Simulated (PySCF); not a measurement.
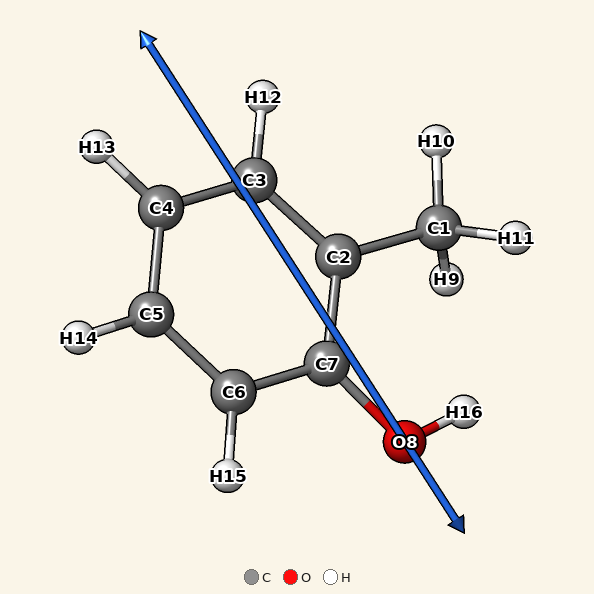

The double arrow shows the direction of the transition dipole to excited singlet state 3 (its length means nothing). Computed geometry: PBE0-D3(BJ)/def2-SVP optimisation. No frequency run is at hand to confirm it as a minimum. Method: TDDFT PBE0/6-31+G*, vertical, gas phase, core orbitals frozen in the response (PySCF 2.14.0).

Give its energy, strength and character.

5.89 eV (210 nm), oscillator strength 0.023, mainly HOMO → LUMO+2 (weight 0.68); transition dipole 1.01 D.
